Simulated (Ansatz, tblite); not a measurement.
# InH2Br: charged states by level of theory

What does removing or adding an electron cost or gain for InH2Br? Each charged state is run at several levels.

Method: as each input shows; program: Ansatz 0.2.0, Gaussian basis.

The runs, in order: charge +1 doublet, at the geometry of the singlet (PBE0-D4/def2-TZVP, PBE-D4/def2-TZVP, r2SCAN-D4/def2-TZVP, CCSD(T)/def2-TZVPP); charge -1 doublet, at the geometry of the singlet (PBE0-D4/def2-TZVPD, PBE-D4/def2-TZVPD, r2SCAN-D4/def2-TZVPD, CCSD(T)/def2-TZVPD); the starting singlet's energies come from earlier runs.

## Step 1: The relaxed structure

The geometry is that of the singlet, from an earlier relaxation (r2SCAN-D4/def2-TZVP).

4 atoms, charge 0, spin multiplicity 1.

Atoms are counted from 1 here; the program's logs count them from 0.

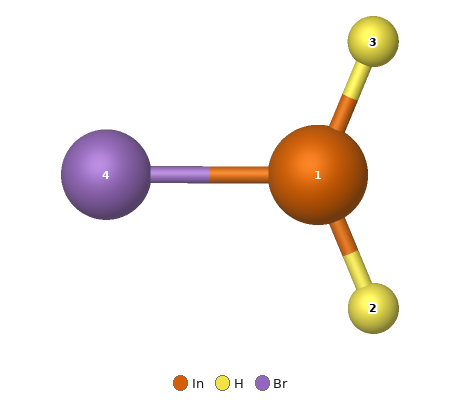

The structure; indium orange, hydrogen yellow, bromine purple; atoms are numbered from 1 in the order of the file.

As a file:

```xyz
4
charge 0, multiplicity 1
In    0.1522    0.2545   -0.0015
H     1.8362    0.0057    0.0120
H    -0.8637    1.6202   -0.0212
Br   -1.1247   -1.8804    0.0108
```

In takes a core potential in the def2 sets. No spin-orbit coupling is included.

## Step 2: Charge +1 doublet at the fixed geometry, PBE0-D4/def2-TZVP

in.yaml reads:

```yaml
crystal:
  periodic: [false, false, false]
  atoms:
    - {symbol: In, position_ang: [0.152231, 0.254470, -0.001524]}
    - {symbol: H, position_ang: [1.836177, 0.005744, 0.011966]}
    - {symbol: H, position_ang: [-0.863690, 1.620200, -0.021236]}
    - {symbol: Br, position_ang: [-1.124718, -1.880405, 0.010794]}
basis:
  gaussian: {orbitals: def2-TZVP}
total_charge: 1
magnetization: {spin_polarized: true, initial_magnetization: 1}
hamiltonian: {xc: pbe0, dispersion: d4}
output: {orbitals: {seedname: orbitals}}
```

Run with:

```console
$ ansatz run in.yaml --threads 4 --pin off --events-out ev --progress --plain --max-ram 3916MiB
```

The log of the run:

```text
Functional definition: PBE0
  name "PBE0"
  cite "Adamo & Barone, J. Chem. Phys. 110, 6158 (1999) doi:10.1063/1.478522"
  cite "Perdew, Burke & Ernzerhof, Phys. Rev. Lett. 77, 3865 (1996) doi:10.1103/PhysRevLett.77.3865"
  parent pbe
  parameter a = 0.25
  parameter kappa = 0.804
  parameter beta = 0.06672455060314922
  exchange = (1 - a)*pbe_x(kappa = kappa, mu = beta*pi^2/3) + a*exact_x
  correlation = pbe_c(beta = beta)
913 factors; integrals over basis functions are off by at most 1.1e-3 eV
mean field evaluation 1: about -75230.9531 eV, gradient 2.4e1 eV
mean field evaluation 2: about -75204.7827 eV, gradient 6.7e1 eV
mean field evaluation 4: about -75235.3744 eV, gradient 4.7e0 eV
mean field evaluation 8: about -75235.5591 eV, gradient 3.8e-1 eV
mean field evaluation 16: about -75235.5607 eV, gradient 2.0e-3 eV
mean field evaluation 32: about -75235.5348 eV, gradient 1.8e0 eV
mean field -75235.56070864 eV, -2764.8558595480 hartree, gradient 1.0e-5 eV, S^2 0.757201; 2 other end points of the search recorded, 0 dependent functions left out
reference -75235.56073465 eV, -2764.8558605037 hartree; 29, 28 occupied and 81, 82 virtual orbitals, 913 factors
Total energy: -75235.60641079 eV, -2764.8575390710 hartree
```

Wall time 2.5 s (4 threads of Arm Neoverse V2, shared host).

HOMO -14.61 eV, LUMO -12.21 eV (over both spins); ⟨S²⟩ 0.757 (pure: 0.75).

## Step 3: Charge +1 doublet at the fixed geometry, PBE-D4/def2-TZVP

start.molden holds the orbitals of an earlier run on this state, given as this run's starting guess.

Changes to in.yaml since step 2:

```diff
@@ -8,6 +8,7 @@
 basis:
-  gaussian: {orbitals: def2-TZVP}
+  gaussian: {orbitals: def2-TZVP, initial_orbitals: start.molden}
 total_charge: 1
 magnetization: {spin_polarized: true, initial_magnetization: 1}
-hamiltonian: {xc: pbe0, dispersion: d4}
+hamiltonian: {xc: pbe, dispersion: d4}
+scf: {omitted_lower_state_checks: [starts]}
 output: {orbitals: {seedname: orbitals}}
```

Same command.

The log of the run:

```text
Functional definition: PBE
  name "PBE"
  cite "Perdew, Burke & Ernzerhof, Phys. Rev. Lett. 77, 3865 (1996) doi:10.1103/PhysRevLett.77.3865"
  parent pbe
  parameter kappa = 0.804
  parameter beta = 0.06672455060314922
  exchange = pbe_x(kappa = kappa, mu = beta*pi^2/3)
  correlation = pbe_c(beta = beta)
these checks for a lower state are left out or cut short: starts
852 factors; their error is unknown
mean field evaluation 1: about -75233.2319 eV, gradient 6.4e0 eV
mean field evaluation 2: about -75233.3383 eV, gradient 2.4e-1 eV
mean field evaluation 4: about -75233.3145 eV, gradient 9.9e-2 eV
mean field evaluation 8: about -75233.3145 eV, gradient 1.3e-5 eV
mean field -75233.31451372 eV, -2764.7733134071 hartree, gradient 1.3e-5 eV, S^2 0.753968; 0 other end points of the search recorded, 0 dependent functions left out
reference -75233.31454948 eV, -2764.7733147211 hartree; 29, 28 occupied and 81, 82 virtual orbitals, 852 factors
Total energy: -75233.36821946 eV, -2764.7752870564 hartree
Checks for a lower state left out: starts
```

Wall time 1.1 s (4 threads of Arm Neoverse V2, shared host).

From the report: HOMO -13.43 eV, LUMO -12.84 eV (over both spins); ⟨S²⟩ 0.754 (pure: 0.75).

## Step 4: Charge +1 doublet at the fixed geometry, r2SCAN-D4/def2-TZVP

Changes to in.yaml since step 3:

```diff
@@ -11,3 +11,3 @@
 magnetization: {spin_polarized: true, initial_magnetization: 1}
-hamiltonian: {xc: pbe, dispersion: d4}
+hamiltonian: {xc: r2scan, dispersion: d4}
 scf: {omitted_lower_state_checks: [starts]}
```

The command is unchanged.

The log of the run:

```text
Functional definition: r2SCAN
  name "r2SCAN"
  cite "Furness, Kaplan, Ning, Perdew & Sun, J. Phys. Chem. Lett. 11, 8208 (2020) doi:10.1021/acs.jpclett.0c02405"
  cite "Furness, Kaplan, Ning, Perdew & Sun, J. Phys. Chem. Lett. 11, 9248 (2020) doi:10.1021/acs.jpclett.0c03077"
  parent r2scan
  parameter k0 = 0.174
  parameter k1 = 0.065
  parameter a1 = 4.9479
  exchange = r2scan_x(k0 = k0, k1 = k1, a1 = a1)
  correlation = r2scan_c
these checks for a lower state are left out or cut short: starts
852 factors; their error is unknown
mean field evaluation 1: about -75245.2825 eV, gradient 4.9e0 eV
mean field evaluation 2: about -75245.3252 eV, gradient 1.2e-1 eV
mean field evaluation 4: about -75245.2985 eV, gradient 4.2e-3 eV
mean field -75245.29852613 eV, -2765.2137177402 hartree, gradient 2.2e-5 eV, S^2 0.758048; 0 other end points of the search recorded, 0 dependent functions left out
reference -75245.29853763 eV, -2765.2137181627 hartree; 29, 28 occupied and 81, 82 virtual orbitals, 852 factors
Total energy: -75245.30925524 eV, -2765.2141120274 hartree
Checks for a lower state left out: starts
```

Wall time 2.6 s (4 threads of Arm Neoverse V2, shared host).

From the report: HOMO -13.84 eV, LUMO -12.86 eV (over both spins); ⟨S²⟩ 0.758 (pure: 0.75).

## Step 5: Charge +1 doublet at the fixed geometry, CCSD(T)/def2-TZVPP

Changes to in.yaml since step 4:

```diff
@@ -8,7 +8,7 @@
 basis:
-  gaussian: {orbitals: def2-TZVP, initial_orbitals: start.molden}
+  gaussian: {orbitals: def2-TZVPP, initial_orbitals: start.molden}
 total_charge: 1
 magnetization: {spin_polarized: true, initial_magnetization: 1}
-hamiltonian: {xc: r2scan, dispersion: d4}
-scf: {omitted_lower_state_checks: [starts]}
+correlation: {method: ccsd_t}
+scf: {omitted_lower_state_checks: [starts, cluster_reference]}
 output: {orbitals: {seedname: orbitals}}
```

Same command.

The log of the run (excerpt; [...] marks lines left out):

```text
Functional definition: HF
  name "HF"
  cite "Fock, Z. Phys. 61, 126 (1930) doi:10.1007/BF01340294"
  parent pbe
[...]
962 factors; integrals over basis functions are off by at most 8.4e-4 eV
[...]
mean field -75171.20959953 eV, -2762.4909999067 hartree, gradient 3.6e-6 eV, S^2 0.760124; 0 other end points of the search recorded, 0 dependent functions left out
13 core orbitals not correlated: weight in the atoms' cores, before any rotation towards them, 1.000 or more for the frozen orbitals, at most 0.000 for the correlated occupied ones
reference -75171.20959953 eV, -2762.4909999067 hartree; 16, 15 occupied and 97, 98 virtual orbitals, 962 factors
second order -14.31609316 eV of doubles, -0.00000000 eV of singles
cycle   1  -14.32780381 eV  change   -1.2e-2 eV  update   9.2e-2
[...]
cycle  11  -14.79896034 eV  change   -3.2e-5 eV  update   1.3e-5
perturbative correction -0.42469683 eV, -0.0156073205 hartree
Total energy: -75186.43325669 eV, -2763.0504589886 hartree
Checks for a lower state left out: starts, cluster_reference
```

Wall time 31 s (4 threads of Arm Neoverse V2, shared host); peak memory 1.6 GiB.

From the report: Hartree-Fock HOMO -16.87 eV, LUMO -7.97 eV (over both spins); ⟨S²⟩ 0.760 (pure: 0.75); T1 0.022.

## Step 6: Vertical ionisation energy

Charged state less starting state, singlet to doublet; the starting state's energies are those of its earlier runs.

Differences are taken before rounding.

```
             method  vertical ionisation energy (eV)  from CCSD(T)/def2-TZVPP (eV)   time
      HF/def2-TZVPP                             9.28                         -0.86       
   PBE-D4/def2-TZVP                             9.78                         -0.37  1.9 s
r2SCAN-D4/def2-TZVP                             9.95                         -0.19    4 s
  PBE0-D4/def2-TZVP                            10.04                         -0.11  3.6 s
     MP2/def2-TZVPP                            10.30                         +0.15       
    CCSD/def2-TZVPP                            10.11                         -0.04       
 CCSD(T)/def2-TZVPP                            10.15                             0   39 s
```

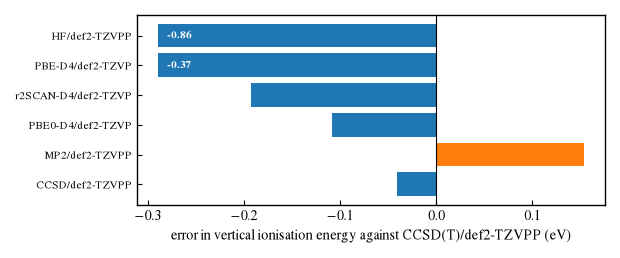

How far each level lands from CCSD(T)/def2-TZVPP. Bars with a number in them are cut short.

Times add the two runs; a level without a time comes out of a correlated run.

Beside −ε(HOMO) of the starting state:

```
              level  −ε(HOMO) (eV)  by difference (eV)  mismatch (eV)
   PBE-D4/def2-TZVP           6.60                9.78          -3.18
r2SCAN-D4/def2-TZVP           6.90                9.95          -3.06
  PBE0-D4/def2-TZVP           7.82               10.04          -2.22
```

## Step 7: Charge -1 doublet at the fixed geometry, PBE0-D4/def2-TZVPD

Changes to in.yaml since step 5:

```diff
@@ -8,7 +8,6 @@
 basis:
-  gaussian: {orbitals: def2-TZVPP, initial_orbitals: start.molden}
-total_charge: 1
+  gaussian: {orbitals: def2-TZVPD}
+total_charge: -1
 magnetization: {spin_polarized: true, initial_magnetization: 1}
-correlation: {method: ccsd_t}
-scf: {omitted_lower_state_checks: [starts, cluster_reference]}
+hamiltonian: {xc: pbe0, dispersion: d4}
 output: {orbitals: {seedname: orbitals}}
```

The command is unchanged.

The log of the run:

```text
Functional definition: PBE0
  name "PBE0"
  cite "Adamo & Barone, J. Chem. Phys. 110, 6158 (1999) doi:10.1063/1.478522"
  cite "Perdew, Burke & Ernzerhof, Phys. Rev. Lett. 77, 3865 (1996) doi:10.1103/PhysRevLett.77.3865"
  parent pbe
  parameter a = 0.25
  parameter kappa = 0.804
  parameter beta = 0.06672455060314922
  exchange = (1 - a)*pbe_x(kappa = kappa, mu = beta*pi^2/3) + a*exact_x
  correlation = pbe_c(beta = beta)
1087 factors; their error is unknown
mean field evaluation 1: about -75243.9980 eV, gradient 2.0e1 eV
mean field evaluation 2: about -75243.9953 eV, gradient 2.3e1 eV
mean field evaluation 4: about -75245.7701 eV, gradient 5.0e-1 eV
mean field evaluation 8: about -75246.1304 eV, gradient 2.8e-1 eV
mean field evaluation 16: about -75246.1305 eV, gradient 7.4e-5 eV
mean field -75246.13053111 eV, -2765.2442933593 hartree, gradient 1.8e-5 eV, S^2 0.754104; 2 other end points of the search recorded, 0 dependent functions left out
reference -75246.13057040 eV, -2765.2442948030 hartree; 30, 29 occupied and 101, 102 virtual orbitals, 1087 factors
Total energy: -75246.19911213 eV, -2765.2468136650 hartree
```

Wall time 2.5 s (4 threads of Arm Neoverse V2, shared host).

From the report: HOMO 1.04 eV, LUMO 3.07 eV (over both spins); ⟨S²⟩ 0.754 (pure: 0.75). Doubts: highest occupied level lies above zero.

## Step 8: Charge -1 doublet at the fixed geometry, PBE-D4/def2-TZVPD

Changes to in.yaml since step 7:

```diff
@@ -8,6 +8,7 @@
 basis:
-  gaussian: {orbitals: def2-TZVPD}
+  gaussian: {orbitals: def2-TZVPD, initial_orbitals: start.molden}
 total_charge: -1
 magnetization: {spin_polarized: true, initial_magnetization: 1}
-hamiltonian: {xc: pbe0, dispersion: d4}
+hamiltonian: {xc: pbe, dispersion: d4}
+scf: {omitted_lower_state_checks: [starts]}
 output: {orbitals: {seedname: orbitals}}
```

Same command.

The log of the run:

```text
Functional definition: PBE
  name "PBE"
  cite "Perdew, Burke & Ernzerhof, Phys. Rev. Lett. 77, 3865 (1996) doi:10.1103/PhysRevLett.77.3865"
  parent pbe
  parameter kappa = 0.804
  parameter beta = 0.06672455060314922
  exchange = pbe_x(kappa = kappa, mu = beta*pi^2/3)
  correlation = pbe_c(beta = beta)
these checks for a lower state are left out or cut short: starts
953 factors; their error is unknown
mean field evaluation 1: about -75243.5484 eV, gradient 6.4e0 eV
mean field evaluation 2: about -75243.6234 eV, gradient 1.1e-1 eV
mean field evaluation 4: about -75243.6183 eV, gradient 5.3e-4 eV
mean field -75243.61832070 eV, -2765.1519713294 hartree, gradient 1.7e-5 eV, S^2 0.752349; 0 other end points of the search recorded, 0 dependent functions left out
reference -75243.61837106 eV, -2765.1519731802 hartree; 30, 29 occupied and 101, 102 virtual orbitals, 953 factors
Total energy: -75243.69860129 eV, -2765.1549215867 hartree
Checks for a lower state left out: starts
```

It took 1.4 s on 4 threads of Arm Neoverse V2, shared host.

From the report: HOMO 1.66 eV, LUMO 2.55 eV (over both spins); ⟨S²⟩ 0.752 (pure: 0.75). Doubts: highest occupied level lies above zero.

## Step 9: Charge -1 doublet at the fixed geometry, r2SCAN-D4/def2-TZVPD

Changes to in.yaml since step 8:

```diff
@@ -11,3 +11,3 @@
 magnetization: {spin_polarized: true, initial_magnetization: 1}
-hamiltonian: {xc: pbe, dispersion: d4}
+hamiltonian: {xc: r2scan, dispersion: d4}
 scf: {omitted_lower_state_checks: [starts]}
```

Same command.

The log of the run:

```text
Functional definition: r2SCAN
  name "r2SCAN"
  cite "Furness, Kaplan, Ning, Perdew & Sun, J. Phys. Chem. Lett. 11, 8208 (2020) doi:10.1021/acs.jpclett.0c02405"
  cite "Furness, Kaplan, Ning, Perdew & Sun, J. Phys. Chem. Lett. 11, 9248 (2020) doi:10.1021/acs.jpclett.0c03077"
  parent r2scan
  parameter k0 = 0.174
  parameter k1 = 0.065
  parameter a1 = 4.9479
  exchange = r2scan_x(k0 = k0, k1 = k1, a1 = a1)
  correlation = r2scan_c
these checks for a lower state are left out or cut short: starts
953 factors; their error is unknown
mean field evaluation 1: about -75255.8421 eV, gradient 5.0e0 eV
mean field evaluation 2: about -75255.8737 eV, gradient 5.0e-2 eV
mean field evaluation 4: about -75255.8673 eV, gradient 1.3e-4 eV
mean field -75255.86734009 eV, -2765.6021144895 hartree, gradient 2.4e-5 eV, S^2 0.756559; 0 other end points of the search recorded, 0 dependent functions left out
reference -75255.86737381 eV, -2765.6021157284 hartree; 30, 29 occupied and 101, 102 virtual orbitals, 953 factors
Total energy: -75255.88452441 eV, -2765.6027460014 hartree
Checks for a lower state left out: starts
```

Wall time 3.6 s (4 threads of Arm Neoverse V2, shared host).

Report: HOMO 1.48 eV, LUMO 2.98 eV (over both spins); ⟨S²⟩ 0.757 (pure: 0.75). Doubts: highest occupied level lies above zero.

## Step 10: Charge -1 doublet at the fixed geometry, CCSD(T)/def2-TZVPD

Changes to in.yaml since step 9:

```diff
@@ -11,4 +11,4 @@
 magnetization: {spin_polarized: true, initial_magnetization: 1}
-hamiltonian: {xc: r2scan, dispersion: d4}
-scf: {omitted_lower_state_checks: [starts]}
+correlation: {method: ccsd_t}
+scf: {omitted_lower_state_checks: [starts, cluster_reference]}
 output: {orbitals: {seedname: orbitals}}
```

The command is unchanged.

The log of the run (excerpt; [...] marks lines left out):

```text
Functional definition: HF
  name "HF"
  cite "Fock, Z. Phys. 61, 126 (1930) doi:10.1007/BF01340294"
  parent pbe
[...]
1025 factors; integrals over basis functions are off by at most 1.1e-3 eV
[...]
mean field -75180.48197729 eV, -2762.8317535045 hartree, gradient 3.1e-6 eV, S^2 0.767534; 0 other end points of the search recorded, 0 dependent functions left out
13 core orbitals not correlated: weight in the atoms' cores, before any rotation towards them, 1.000 or more for the frozen orbitals, at most 0.000 for the correlated occupied ones
reference -75180.48197729 eV, -2762.8317535045 hartree; 17, 16 occupied and 101, 102 virtual orbitals, 1025 factors
second order -15.68142145 eV of doubles, -0.00000000 eV of singles
cycle   1  -15.51960809 eV  change    1.6e-1 eV  update   9.3e-2
[...]
cycle   9  -15.97509199 eV  change   -7.6e-6 eV  update   2.7e-5
perturbative correction -0.49665912 eV, -0.0182518862 hartree
Total energy: -75196.95372841 eV, -2763.4370791931 hartree
Checks for a lower state left out: starts, cluster_reference
```

It took 38 s on 4 threads of Arm Neoverse V2, shared host; peak memory 1.8 GiB.

Report: Hartree-Fock HOMO -0.35 eV, LUMO 4.05 eV (over both spins); ⟨S²⟩ 0.768 (pure: 0.75); T1 0.014.

## Step 11: Vertical electron affinity

Starting state less charged state (positive: the electron is bound), singlet to doublet; the starting state's energies are those of its earlier runs.

Differences are taken before rounding.

```
              method  vertical electron affinity (eV)  from CCSD(T)/def2-TZVPD (eV)   time
       HF/def2-TZVPD                            -0.02                         -0.49       
   PBE-D4/def2-TZVPD                             0.54                         +0.07  2.4 s
r2SCAN-D4/def2-TZVPD                             0.61                         +0.14  5.4 s
  PBE0-D4/def2-TZVPD                             0.54                         +0.07  3.7 s
      MP2/def2-TZVPD                             0.45                         -0.02       
     CCSD/def2-TZVPD                             0.43                         -0.03       
  CCSD(T)/def2-TZVPD                             0.47                             0   48 s
```

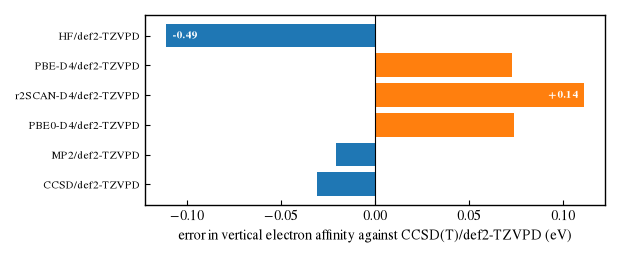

How far each level lands from CCSD(T)/def2-TZVPD. Bars with a number in them are cut short.

Times add the two runs; a level without a time comes out of a correlated run.

Beside −ε(LUMO) of the starting state:

```
               level  −ε(LUMO) (eV)  by difference (eV)  mismatch (eV)
   PBE-D4/def2-TZVPD           2.78                0.54          +2.24
r2SCAN-D4/def2-TZVPD           2.49                0.61          +1.88
  PBE0-D4/def2-TZVPD           2.06                0.54          +1.52
```

## Step 12: Summary of results

| quantity | value |
| --- | --- |
| vertical ionisation energy, functionals in def2-TZVP | 9.78 (PBE-D4) to 10.04 eV (PBE0-D4) |
| vertical ionisation energy, CCSD(T)/def2-TZVPP | 10.15 eV |
| vertical electron affinity, functionals in def2-TZVPD | 0.54 (PBE-D4) to 0.61 eV (r2SCAN-D4) |
| vertical electron affinity, CCSD(T)/def2-TZVPD | 0.47 eV |

What this shows: The vertical ionisation energy spans 9.78 to 10.04 eV over the functionals, beside 10.15 eV from CCSD(T)/def2-TZVPP. −ε(HOMO) misses the level's own difference by -2.22 eV at best (PBE0-D4) and -3.18 eV at worst (PBE-D4). The reference is CCSD(T) in one finite basis, so it carries an error of its own, often a tenth of an eV or more, and near misses can't be ranked. The vertical electron affinity spans 0.54 to 0.61 eV over the functionals, beside 0.47 eV from CCSD(T)/def2-TZVPD. The anion's highest level lies above zero where self-interaction lifts it, so diffuse functions weigh on these values. −ε(LUMO) misses the level's own difference by +1.52 eV at best (PBE0-D4) and +2.24 eV at worst (PBE-D4).

The anion's highest level is positive in at least one run, so there the basis alone may hold the extra electron.
